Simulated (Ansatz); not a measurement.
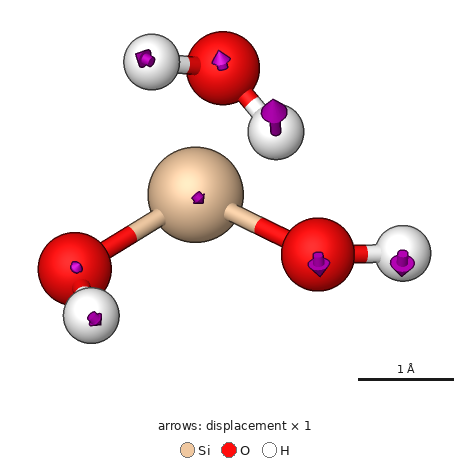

This is a relaxation of SiH4O3 (started from a transition state, displaced along its imaginary mode). The starting structure is drawn; purple arrows show the displacements, at their true length. The two geometries are superimposed by the best rigid fit.

Style: ball-and-stick. Shown at a tilt.

All numbers below come from Ansatz 0.2.0, RKS PBE0-D4/def2-TZVP.

Input file:
```yaml
crystal:
  periodic: [false, false, false]
  atoms:
    - {symbol: Si, position_ang: [-0.567107, -0.498350, 0.912011]}
    - {symbol: O, position_ang: [0.230861, -1.117372, -0.520018]}
    - {symbol: H, position_ang: [-0.365009, 0.228446, -0.966382]}
    - {symbol: O, position_ang: [0.726006, 0.342764, 1.546981]}
    - {symbol: O, position_ang: [-0.913538, 0.827624, -0.590408]}
    - {symbol: H, position_ang: [-0.146375, -1.892678, -0.944437]}
    - {symbol: H, position_ang: [1.530350, 0.424163, 1.012653]}
    - {symbol: H, position_ang: [-0.495187, 1.685403, -0.450400]}
basis:
  gaussian: {orbitals: def2-TZVP}
hamiltonian: {xc: pbe0, dispersion: d4}
relax: {f_tol: 0.005, max_steps: 200}
```

Run as
```bash
ansatz run in.yaml --threads 2 --pin off --events-out ev --progress --plain --max-ram 4352MiB
```

Question: Which element moves most?

Answer: Hydrogen: up to 0.59 Å, against 0.29 Å for oxygen.

Question: Describe the change and its energy.

Answer: After 13 accepted moves (14 points after the start) the energy has fallen by 59.1 kJ/mol. Largest force component: 4.8 eV/Å at the start, 0.0035 eV/Å at the end. The line search rejected the trial step at point 5 of the run. The atom that moves furthest after the best rigid fit is H3 (0.59 Å). Largest moves by element: H 0.59 Å, O 0.29 Å, Si 0.13 Å. Some distances before and after: Si1–H3 2.024 → 2.583 Å, Si1–O5 2.034 → 2.311 Å, H3–O5 0.895 → 0.966 Å, Si1–O2 1.752 → 1.693 Å. Bond angles that change, for instance: H3–O5–H8 113.0° → 106.0°, Si1–O2–H6 117.8° → 114.3°, Si1–O4–H7 118.4° → 115.2°. Cost: 42 s on 2 threads of Arm Neoverse V1 (shared host).
